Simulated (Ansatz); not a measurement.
**C₃H₈Ge: up Jacob's ladder to CCSD(T), part 1 of 2**

Aim: compute C₃H₈Ge with functionals from several rungs and with coupled cluster, and see how far each lands from CCSD(T) at the basis-set limit for the atomisation energy.

The runs use Ansatz 0.2.0, Gaussian basis; functionals in def2-TZVPP, the program's frozen cores in correlated methods.

The runs, in order: LDA (SPW92), PBE-D4, revPBE-D4, BLYP-D4, r2SCAN-D4, B97M-V, PBE0-D4, B3LYP-D4, r2SCANh-D4, r2SCAN0-D4, HSE06-D4, BHLYP-D4, CAM-B3LYP-D4, LC-ωPBE, ωB97X-V, ωB97M-V, B2PLYP, PBE-QIDH; CCSD(T)/def2-SVP; CCSD(T)/def2-TZVPP; MP2/def2-QZVPP; extrapolation to the limit; RPA on PBE.

## 1. The relaxed structure

The geometry comes from an earlier relaxation with PBE0-D4 in a triple-zeta def2 set; it is a stationary point, not always the lowest conformer.

12 atoms, charge 0, spin multiplicity 1.

Atoms are counted from 1 here; the program's logs count them from 0.

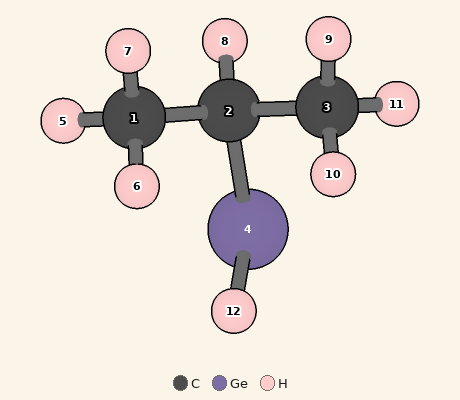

The structure; carbon dark grey, germanium purple, hydrogen pink; atoms are numbered from 1 in the order of the file.

## 2. LDA

This LDA is Slater exchange with PW92 correlation.

in.yaml reads:

```yaml
crystal:
  periodic: [false, false, false]
  atoms:
    - {symbol: C, position_ang: [-0.644840, 0.948397, -0.674256]}
    - {symbol: C, position_ang: [0.234437, -0.275578, -0.481699]}
    - {symbol: C, position_ang: [1.019294, -0.207259, 0.826977]}
    - {symbol: Ge, position_ang: [-0.765210, -2.010192, -0.390848]}
    - {symbol: H, position_ang: [-1.218499, 0.906903, -1.604922]}
    - {symbol: H, position_ang: [-1.357593, 1.048993, 0.149454]}
    - {symbol: H, position_ang: [-0.044048, 1.865781, -0.708202]}
    - {symbol: H, position_ang: [0.944652, -0.350537, -1.312591]}
    - {symbol: H, position_ang: [1.694788, 0.656325, 0.831986]}
    - {symbol: H, position_ang: [0.347083, -0.100224, 1.684037]}
    - {symbol: H, position_ang: [1.642698, -1.092866, 0.997514]}
    - {symbol: H, position_ang: [-1.775962, -1.445043, 0.716449]}
basis:
  gaussian: {orbitals: def2-TZVPP}
hamiltonian: {xc: lda}
output: {orbitals: {seedname: orbitals}}
```

Run with:

```console
> ansatz run in.yaml --threads 4 --pin off --events-out ev --progress --plain --max-ram 10444MiB
```

Log, cut to the lines that bear on the results:

```text
Functional definition: SPW92
  name "SPW92"
  cite "Dirac, Proc. Camb. Phil. Soc. 26, 376 (1930) doi:10.1017/S0305004100016108"
  cite "Slater, Phys. Rev. 81, 385 (1951) doi:10.1103/PhysRev.81.385"
  cite "Perdew & Wang, Phys. Rev. B 45, 13244 (1992) doi:10.1103/PhysRevB.45.13244"
[...]
1370 factors; their error is unknown
[...]
mean field -59642.63476993 eV, -2191.8264005652 hartree, gradient 4.3e-5 eV, S^2 0.000000; 0 other end points of the search recorded, 0 dependent functions left out
reference -59642.63480896 eV, -2191.8264019996 hartree; 29, 29 occupied and 224, 224 virtual orbitals, 1370 factors
Total energy: -59642.63480896 eV, -2191.8264019996 hartree
```

Wall time 1.3 s (4 threads of Arm Neoverse V2, shared host); peak memory 0.32 GiB.

Atomisation energy: 4880.1 kJ/mol (free atoms -59592.057 eV, run apart). HOMO -5.26 eV, LUMO -3.64 eV.

## 3. PBE-D4 (GGA)

in.yaml: that of step 2 with these lines changed.

```diff
@@ -17,3 +17,3 @@
   gaussian: {orbitals: def2-TZVPP}
-hamiltonian: {xc: lda}
-output: {orbitals: {seedname: orbitals}}
+hamiltonian: {xc: pbe, dispersion: d4}
+output: {forces: true, orbitals: {seedname: orbitals}}
```

The command is unchanged.

Log, cut to the lines that bear on the results:

```text
Functional definition: PBE
  name "PBE"
  cite "Perdew, Burke & Ernzerhof, Phys. Rev. Lett. 77, 3865 (1996) doi:10.1103/PhysRevLett.77.3865"
  parent pbe
[...]
1370 factors; their error is unknown
[...]
mean field -59746.51063893 eV, -2195.6437683411 hartree, gradient 2.1e-5 eV, S^2 0.000000; 0 other end points of the search recorded, 0 dependent functions left out
[...]
Atom 8 at     1.694788     0.656325     0.831986 Å, force     0.143968     0.174821    -0.000492 eV/Å
Atom 9 at     0.347083    -0.100224     1.684037 Å, force    -0.125064     0.023074     0.171932 eV/Å
Atom 10 at     1.642698    -1.092866     0.997514 Å, force     0.131420    -0.165398     0.047958 eV/Å
Atom 11 at    -1.775962    -1.445043     0.716449 Å, force    -0.117101     0.093276     0.139017 eV/Å
Dipole moment:     0.123769     0.167998    -0.031937 e Å
```

Run time: 2.6 s. Hardware: 4 threads of Arm Neoverse V2, shared host; peak memory 0.33 GiB.

Atomisation energy: 4375.5 kJ/mol (free atoms -59701.417 eV, run apart). HOMO -5.14 eV, LUMO -3.36 eV.

## 4. revPBE-D4 (GGA)

in.yaml: that of step 3 with these lines changed.

```diff
@@ -17,3 +17,3 @@
   gaussian: {orbitals: def2-TZVPP}
-hamiltonian: {xc: pbe, dispersion: d4}
-output: {forces: true, orbitals: {seedname: orbitals}}
+hamiltonian: {xc: {name: revPBE}, dispersion: d4}
+output: {orbitals: {seedname: orbitals}}
```

The command is unchanged.

Log, cut to the lines that bear on the results:

```text
Functional definition: revPBE
  name "revPBE"
  cite "Zhang & Yang, Phys. Rev. Lett. 80, 890 (1998) doi:10.1103/PhysRevLett.80.890"
  cite "Perdew, Burke & Ernzerhof, Phys. Rev. Lett. 77, 3865 (1996) doi:10.1103/PhysRevLett.77.3865"
[...]
1370 factors; their error is unknown
[...]
mean field -59754.46882976 eV, -2195.9362264601 hartree, gradient 5.4e-5 eV, S^2 0.000000; 0 other end points of the search recorded, 0 dependent functions left out
reference -59754.46888282 eV, -2195.9362284100 hartree; 29, 29 occupied and 224, 224 virtual orbitals, 1370 factors
Total energy: -59755.28435632 eV, -2195.9661965084 hartree
```

It took 2.3 s on 4 threads of Arm Neoverse V2, shared host; peak memory 0.33 GiB.

With the free atoms at this level, -59710.788 eV in sum, the atomisation energy is 4293.3 kJ/mol. HOMO -5.09 eV, LUMO -3.25 eV.

## 5. BLYP-D4 (GGA)

in.yaml: that of step 4 with these lines changed.

```diff
@@ -17,3 +17,3 @@
   gaussian: {orbitals: def2-TZVPP}
-hamiltonian: {xc: {name: revPBE}, dispersion: d4}
+hamiltonian: {xc: {name: BLYP}, dispersion: d4}
 output: {orbitals: {seedname: orbitals}}
```

Launched as before.

Log, cut to the lines that bear on the results:

```text
Functional definition: BLYP
  name "BLYP"
  cite "Becke, Phys. Rev. A 38, 3098 (1988) doi:10.1103/PhysRevA.38.3098"
  cite "Lee, Yang & Parr, Phys. Rev. B 37, 785 (1988) doi:10.1103/PhysRevB.37.785"
[...]
1370 factors; their error is unknown
[...]
mean field -59759.39081333 eV, -2196.1171060198 hartree, gradient 5.5e-5 eV, S^2 0.000000; 0 other end points of the search recorded, 0 dependent functions left out
reference -59759.39119125 eV, -2196.1171199084 hartree; 29, 29 occupied and 224, 224 virtual orbitals, 1370 factors
Total energy: -59759.95973734 eV, -2196.1380135915 hartree
```

It took 2.3 s on 4 threads of Arm Neoverse V2, shared host; peak memory 0.33 GiB.

Atomisation energy: 4295.9 kJ/mol (free atoms -59715.436 eV, run apart). HOMO -5.03 eV, LUMO -3.29 eV.

## 6. r2SCAN-D4 (meta-GGA)

in.yaml: that of step 5 with these lines changed.

```diff
@@ -17,3 +17,3 @@
   gaussian: {orbitals: def2-TZVPP}
-hamiltonian: {xc: {name: BLYP}, dispersion: d4}
-output: {orbitals: {seedname: orbitals}}
+hamiltonian: {xc: r2scan, dispersion: d4}
+output: {forces: true, orbitals: {seedname: orbitals}}
```

Launched as before.

Log, cut to the lines that bear on the results:

```text
Functional definition: r2SCAN
  name "r2SCAN"
  cite "Furness, Kaplan, Ning, Perdew & Sun, J. Phys. Chem. Lett. 11, 8208 (2020) doi:10.1021/acs.jpclett.0c02405"
  cite "Furness, Kaplan, Ning, Perdew & Sun, J. Phys. Chem. Lett. 11, 9248 (2020) doi:10.1021/acs.jpclett.0c03077"
  parent r2scan
[...]
1370 factors; their error is unknown
[...]
Atom 8 at     1.694788     0.656325     0.831986 Å, force    -0.001103    -0.001271    -0.007165 eV/Å
Atom 9 at     0.347083    -0.100224     1.684037 Å, force     0.008006     0.001469    -0.013281 eV/Å
Atom 10 at     1.642698    -1.092866     0.997514 Å, force    -0.004236     0.010966     0.002542 eV/Å
Atom 11 at    -1.775962    -1.445043     0.716449 Å, force     0.029856     0.004633    -0.025591 eV/Å
Dipole moment:     0.122658     0.184902    -0.025060 e Å
```

Run time: 4.6 s. Hardware: 4 threads of Arm Neoverse V2, shared host; peak memory 0.36 GiB.

With the free atoms at this level, -59712.707 eV in sum, the atomisation energy is 4316.3 kJ/mol. HOMO -5.37 eV, LUMO -3.25 eV.

## 7. B97M-V (meta-GGA)

in.yaml: that of step 6 with these lines changed.

```diff
@@ -17,3 +17,3 @@
   gaussian: {orbitals: def2-TZVPP}
-hamiltonian: {xc: r2scan, dispersion: d4}
-output: {forces: true, orbitals: {seedname: orbitals}}
+hamiltonian: {xc: {name: B97M-V}}
+output: {orbitals: {seedname: orbitals}}
```

The command is unchanged.

Log, cut to the lines that bear on the results:

```text
Functional definition: B97M-V
  name "B97M-V"
  cite "Mardirossian & Head-Gordon, J. Chem. Phys. 142, 074111 (2015) doi:10.1063/1.4907719"
  cite "Becke, J. Chem. Phys. 107, 8554 (1997) doi:10.1063/1.475007"
  cite "Vydrov & Van Voorhis, J. Chem. Phys. 133, 244103 (2010) doi:10.1063/1.3521275"
  # Of w^i u^j: cxij and so on, Table III.
[...]
  gx(w, u) = cx00 + cx01*u + cx02*u^2 + (cx10 + cx11*u)*w
[...]
  gos(w, u) = cos00 + cos01*u + cos03*u^3 + cos10*w + cos32*w^3*u^2
[...]
      + integral(e_c_pw_mod_opposite_spin*gos(b97_w_opposite, b97_u_opposite)) + vv10(b, c)
1370 factors; their error is unknown
[...]
mean field -59749.32871490 eV, -2195.7473307232 hartree, gradient 7.4e-5 eV, S^2 0.000000; 0 other end points of the search recorded, 0 dependent functions left out
reference -59749.32877329 eV, -2195.7473328687 hartree; 29, 29 occupied and 224, 224 virtual orbitals, 1370 factors
Total energy: -59749.32877329 eV, -2195.7473328687 hartree
```

Run time: 8.5 s. Hardware: 4 threads of Arm Neoverse V2, shared host; peak memory 0.41 GiB.

Atomisation energy: 4328.1 kJ/mol (free atoms -59704.471 eV, run apart). HOMO -5.40 eV, LUMO -3.27 eV.

## 8. PBE0-D4 (hybrid)

in.yaml: that of step 7 with these lines changed.

```diff
@@ -17,3 +17,3 @@
   gaussian: {orbitals: def2-TZVPP}
-hamiltonian: {xc: {name: B97M-V}}
+hamiltonian: {xc: pbe0, dispersion: d4}
 output: {orbitals: {seedname: orbitals}}
```

Launched as before.

Log, cut to the lines that bear on the results:

```text
Functional definition: PBE0
  name "PBE0"
  cite "Adamo & Barone, J. Chem. Phys. 110, 6158 (1999) doi:10.1063/1.478522"
  cite "Perdew, Burke & Ernzerhof, Phys. Rev. Lett. 77, 3865 (1996) doi:10.1103/PhysRevLett.77.3865"
  parent pbe
[...]
1413 factors; their error is unknown
[...]
mean field -59748.59460250 eV, -2195.7203525901 hartree, gradient 3.4e-5 eV, S^2 0.000000; 0 other end points of the search recorded, 0 dependent functions left out
reference -59748.59463364 eV, -2195.7203537341 hartree; 29, 29 occupied and 224, 224 virtual orbitals, 1413 factors
Total energy: -59748.80902285 eV, -2195.7282323923 hartree
```

Wall time 3 s (4 threads of Arm Neoverse V2, shared host); peak memory 0.65 GiB.

Atomisation energy: 4328.6 kJ/mol (free atoms -59703.947 eV, run apart). HOMO -6.16 eV, LUMO -2.50 eV.

## 9. B3LYP-D4 (hybrid)

B3LYP here takes the VWN-RPA correlation.

in.yaml: that of step 8 with these lines changed.

```diff
@@ -17,3 +17,3 @@
   gaussian: {orbitals: def2-TZVPP}
-hamiltonian: {xc: pbe0, dispersion: d4}
-output: {orbitals: {seedname: orbitals}}
+hamiltonian: {xc: {name: B3LYP}, dispersion: d4}
+output: {forces: true, orbitals: {seedname: orbitals}}
```

The command is unchanged.

Log, cut to the lines that bear on the results:

```text
Functional definition: B3LYP
  name "B3LYP"
  cite "Stephens, Devlin, Chabalowski & Frisch, J. Phys. Chem. 98, 11623 (1994) doi:10.1021/j100096a001"
  cite "Becke, Phys. Rev. A 38, 3098 (1988) doi:10.1103/PhysRevA.38.3098"
  cite "Lee, Yang & Parr, Phys. Rev. B 37, 785 (1988) doi:10.1103/PhysRevB.37.785"
  cite "Vosko, Wilk & Nusair, Can. J. Phys. 58, 1200 (1980) doi:10.1139/p80-159"
[...]
1401 factors; their error is unknown
[...]
Atom 8 at     1.694788     0.656325     0.831986 Å, force    -0.022970    -0.042731     0.010795 eV/Å
Atom 9 at     0.347083    -0.100224     1.684037 Å, force     0.051605    -0.005312    -0.041892 eV/Å
Atom 10 at     1.642698    -1.092866     0.997514 Å, force    -0.027659     0.047894    -0.000879 eV/Å
Atom 11 at    -1.775962    -1.445043     0.716449 Å, force    -0.039321     0.004549     0.034111 eV/Å
Dipole moment:     0.117967     0.147426    -0.040398 e Å
```

Wall time 4.6 s (4 threads of Arm Neoverse V2, shared host); peak memory 0.75 GiB.

Atomisation energy: 4320.3 kJ/mol (free atoms -59717.042 eV, run apart). HOMO -6.00 eV, LUMO -2.76 eV.

## 10. r2SCANh-D4 (hybrid)

in.yaml: that of step 9 with these lines changed.

```diff
@@ -17,3 +17,3 @@
   gaussian: {orbitals: def2-TZVPP}
-hamiltonian: {xc: {name: B3LYP}, dispersion: d4}
-output: {forces: true, orbitals: {seedname: orbitals}}
+hamiltonian: {xc: {name: r2SCANh}, dispersion: d4}
+output: {orbitals: {seedname: orbitals}}
```

Launched as before.

Log, cut to the lines that bear on the results:

```text
Functional definition: r2SCANh
  name "r2SCANh"
  cite "Bursch, Neugebauer, Ehlert & Grimme, J. Chem. Phys. 156, 134105 (2022) doi:10.1063/5.0086040"
  cite "Furness, Kaplan, Ning, Perdew & Sun, J. Phys. Chem. Lett. 11, 8208 (2020) doi:10.1021/acs.jpclett.0c02405"
  cite "Furness, Kaplan, Ning, Perdew & Sun, J. Phys. Chem. Lett. 11, 9248 (2020) doi:10.1021/acs.jpclett.0c03077"
  parent r2scan
[...]
1389 factors; their error is unknown
[...]
mean field -59757.06742455 eV, -2196.0317230573 hartree, gradient 7.4e-6 eV, S^2 0.000000; 0 other end points of the search recorded, 0 dependent functions left out
reference -59757.06743531 eV, -2196.0317234524 hartree; 29, 29 occupied and 224, 224 virtual orbitals, 1389 factors
Total energy: -59757.13254979 eV, -2196.0341163654 hartree
```

Wall time 5.5 s (4 threads of Arm Neoverse V2, shared host); peak memory 0.68 GiB.

With the free atoms at this level, -59712.558 eV in sum, the atomisation energy is 4300.8 kJ/mol. HOMO -5.74 eV, LUMO -2.93 eV.

## 11. r2SCAN0-D4 (hybrid)

in.yaml: that of step 10 with these lines changed.

```diff
@@ -17,3 +17,3 @@
   gaussian: {orbitals: def2-TZVPP}
-hamiltonian: {xc: {name: r2SCANh}, dispersion: d4}
+hamiltonian: {xc: {name: r2SCAN0}, dispersion: d4}
 output: {orbitals: {seedname: orbitals}}
```

Launched as before.

Log, cut to the lines that bear on the results:

```text
Functional definition: r2SCAN0
  name "r2SCAN0"
  cite "Bursch, Neugebauer, Ehlert & Grimme, J. Chem. Phys. 156, 134105 (2022) doi:10.1063/5.0086040"
  cite "Furness, Kaplan, Ning, Perdew & Sun, J. Phys. Chem. Lett. 11, 8208 (2020) doi:10.1021/acs.jpclett.0c02405"
  cite "Furness, Kaplan, Ning, Perdew & Sun, J. Phys. Chem. Lett. 11, 9248 (2020) doi:10.1021/acs.jpclett.0c03077"
  parent r2scan
[...]
1413 factors; their error is unknown
[...]
mean field -59756.63166871 eV, -2196.0157093255 hartree, gradient 1.7e-5 eV, S^2 0.000000; 0 other end points of the search recorded, 0 dependent functions left out
reference -59756.63167803 eV, -2196.0157096678 hartree; 29, 29 occupied and 224, 224 virtual orbitals, 1413 factors
Total energy: -59756.70367948 eV, -2196.0183556724 hartree
```

It took 4.9 s on 4 threads of Arm Neoverse V2, shared host; peak memory 0.68 GiB.

Atomisation energy: 4279.2 kJ/mol (free atoms -59712.353 eV, run apart). HOMO -6.31 eV, LUMO -2.46 eV.

## 12. HSE06-D4 (hybrid)

HSE06 is the plane-wave form, built on full-range PBE exchange.

in.yaml: that of step 11 with these lines changed.

```diff
@@ -17,3 +17,3 @@
   gaussian: {orbitals: def2-TZVPP}
-hamiltonian: {xc: {name: r2SCAN0}, dispersion: d4}
+hamiltonian: {xc: hse06, dispersion: d4}
 output: {orbitals: {seedname: orbitals}}
```

The command is unchanged.

Log, cut to the lines that bear on the results:

```text
Functional definition: HSE06
  name "HSE06"
  cite "Heyd, Scuseria & Ernzerhof, J. Chem. Phys. 118, 8207 (2003) doi:10.1063/1.1564060"
  cite "Krukau, Vydrov, Izmaylov & Scuseria, J. Chem. Phys. 125, 224106 (2006) doi:10.1063/1.2404663"
  cite "Heyd & Scuseria, J. Chem. Phys. 120, 7274 (2004) doi:10.1063/1.1668634"
  cite "Ernzerhof & Perdew, J. Chem. Phys. 109, 3313 (1998) doi:10.1063/1.476928"
[...]
1413 factors; their error is unknown
116 factors; integrals over basis functions are off by at most 3.9e-7 eV
[...]
mean field -59748.39550232 eV, -2195.7130357933 hartree, gradient 3.2e-5 eV, S^2 0.000000; 0 other end points of the search recorded, 0 dependent functions left out
reference -59748.39554383 eV, -2195.7130373188 hartree; 29, 29 occupied and 224, 224 virtual orbitals, 1413 factors
Total energy: -59748.59456902 eV, -2195.7203513593 hartree
```

It took 3.3 s on 4 threads of Arm Neoverse V2, shared host; peak memory 0.69 GiB.

With the free atoms at this level, -59703.715 eV in sum, the atomisation energy is 4330.2 kJ/mol. HOMO -5.77 eV, LUMO -2.88 eV.

## 13. BHLYP-D4 (hybrid)

in.yaml: that of step 12 with these lines changed.

```diff
@@ -17,3 +17,3 @@
   gaussian: {orbitals: def2-TZVPP}
-hamiltonian: {xc: hse06, dispersion: d4}
+hamiltonian: {xc: {name: BHLYP}, dispersion: d4}
 output: {orbitals: {seedname: orbitals}}
```

The command is unchanged.

Log, cut to the lines that bear on the results:

```text
Functional definition: BHLYP
  name "BHLYP"
  cite "Becke, J. Chem. Phys. 98, 1372 (1993) doi:10.1063/1.464304"
  cite "Becke, Phys. Rev. A 38, 3098 (1988) doi:10.1103/PhysRevA.38.3098"
  cite "Lee, Yang & Parr, Phys. Rev. B 37, 785 (1988) doi:10.1103/PhysRevB.37.785"
[...]
1595 factors; their error is unknown
[...]
mean field -59757.15292567 eV, -2196.0348651655 hartree, gradient 1.6e-5 eV, S^2 0.000000; 0 other end points of the search recorded, 0 dependent functions left out
reference -59757.15311324 eV, -2196.0348720584 hartree; 29, 29 occupied and 224, 224 virtual orbitals, 1595 factors
Total energy: -59757.46072188 eV, -2196.0461764676 hartree
```

Wall time 3.2 s (4 threads of Arm Neoverse V2, shared host); peak memory 0.69 GiB.

With the free atoms at this level, -59713.635 eV in sum, the atomisation energy is 4228.6 kJ/mol. HOMO -7.08 eV, LUMO -1.62 eV.

## 14. CAM-B3LYP-D4 (range-separated)

in.yaml: that of step 13 with these lines changed.

```diff
@@ -17,3 +17,3 @@
   gaussian: {orbitals: def2-TZVPP}
-hamiltonian: {xc: {name: BHLYP}, dispersion: d4}
+hamiltonian: {xc: {name: CAM-B3LYP}, dispersion: d4}
 output: {orbitals: {seedname: orbitals}}
```

The command is unchanged.

Log, cut to the lines that bear on the results:

```text
Functional definition: CAM-B3LYP
  name "CAM-B3LYP"
  cite "Yanai, Tew & Handy, Chem. Phys. Lett. 393, 51 (2004) doi:10.1016/j.cplett.2004.06.011"
  cite "Iikura, Tsuneda, Yanai & Hirao, J. Chem. Phys. 115, 3540 (2001) doi:10.1063/1.1383587"
  cite "Becke, Phys. Rev. A 38, 3098 (1988) doi:10.1103/PhysRevA.38.3098"
  cite "Lee, Yang & Parr, Phys. Rev. B 37, 785 (1988) doi:10.1103/PhysRevB.37.785"
[...]
1401 factors; their error is unknown
366 factors; integrals over basis functions are off by at most 7.6e-6 eV
[...]
mean field -59761.12549441 eV, -2196.1808543738 hartree, gradient 1.9e-5 eV, S^2 0.000000; 0 other end points of the search recorded, 0 dependent functions left out
reference -59761.12563044 eV, -2196.1808593729 hartree; 29, 29 occupied and 224, 224 virtual orbitals, 1401 factors
Total energy: -59761.34192956 eV, -2196.1888082191 hartree
```

It took 3.6 s on 4 threads of Arm Neoverse V2, shared host; peak memory 0.75 GiB.

Atomisation energy: 4329.9 kJ/mol (free atoms -59716.466 eV, run apart). HOMO -7.43 eV, LUMO -1.47 eV.

## 15. LC-ωPBE (range-separated)

in.yaml: that of step 14 with these lines changed.

```diff
@@ -17,3 +17,3 @@
   gaussian: {orbitals: def2-TZVPP}
-hamiltonian: {xc: {name: CAM-B3LYP}, dispersion: d4}
+hamiltonian: {xc: {name: LC-wPBE}}
 output: {orbitals: {seedname: orbitals}}
```

Same command.

Log, cut to the lines that bear on the results:

```text
Functional definition: LC-wPBE
  name "LC-wPBE"
  cite "Vydrov & Scuseria, J. Chem. Phys. 125, 234109 (2006) doi:10.1063/1.2409292"
  cite "Heyd & Scuseria, J. Chem. Phys. 120, 7274 (2004) doi:10.1063/1.1668634"
  cite "Ernzerhof & Perdew, J. Chem. Phys. 109, 3313 (1998) doi:10.1063/1.476928"
  cite "Perdew, Burke & Ernzerhof, Phys. Rev. Lett. 77, 3865 (1996) doi:10.1103/PhysRevLett.77.3865"
  parent pbe
[...]
1370 factors; their error is unknown
431 factors; integrals over basis functions are off by at most 1.8e-5 eV
[...]
mean field -59750.25940605 eV, -2195.7815329918 hartree, gradient 7.8e-5 eV, S^2 0.000000; 0 other end points of the search recorded, 0 dependent functions left out
reference -59750.25940605 eV, -2195.7815329921 hartree; 29, 29 occupied and 224, 224 virtual orbitals, 1370 factors
Total energy: -59750.25940605 eV, -2195.7815329921 hartree
```

Wall time 2.7 s (4 threads of Arm Neoverse V2, shared host); peak memory 0.48 GiB.

Atomisation energy: 4286.7 kJ/mol (free atoms -59705.831 eV, run apart). HOMO -8.67 eV, LUMO -0.26 eV.

## 16. ωB97X-V (range-separated)

in.yaml: that of step 15 with these lines changed.

```diff
@@ -17,3 +17,3 @@
   gaussian: {orbitals: def2-TZVPP}
-hamiltonian: {xc: {name: LC-wPBE}}
+hamiltonian: {xc: {name: wB97X-V}}
 output: {orbitals: {seedname: orbitals}}
```

Launched as before.

Log, cut to the lines that bear on the results:

```text
Functional definition: wB97X-V
  name "wB97X-V"
  cite "Mardirossian & Head-Gordon, Phys. Chem. Chem. Phys. 16, 9904 (2014) doi:10.1039/C3CP54374A"
  cite "Becke, J. Chem. Phys. 107, 8554 (1997) doi:10.1063/1.475007"
  cite "Vydrov & Van Voorhis, J. Chem. Phys. 133, 244103 (2010) doi:10.1063/1.3521275"
[...]
      + integral(e_c_pw_opposite_spin*poly(b97_u_opposite, cos0, cos1)) + vv10(b, c)
1401 factors; their error is unknown
345 factors; integrals over basis functions are off by at most 7.9e-6 eV
[...]
mean field -59753.71427303 eV, -2195.9084970117 hartree, gradient 5.4e-5 eV, S^2 0.000000; 0 other end points of the search recorded, 0 dependent functions left out
reference -59753.71427108 eV, -2195.9084969399 hartree; 29, 29 occupied and 224, 224 virtual orbitals, 1401 factors
Total energy: -59753.71427108 eV, -2195.9084969399 hartree
```

Wall time 8 s (4 threads of Arm Neoverse V2, shared host); peak memory 0.81 GiB.

Atomisation energy: 4322.2 kJ/mol (free atoms -59708.918 eV, run apart). HOMO -8.37 eV, LUMO -0.41 eV.

(Continued in part 2 of 2.)
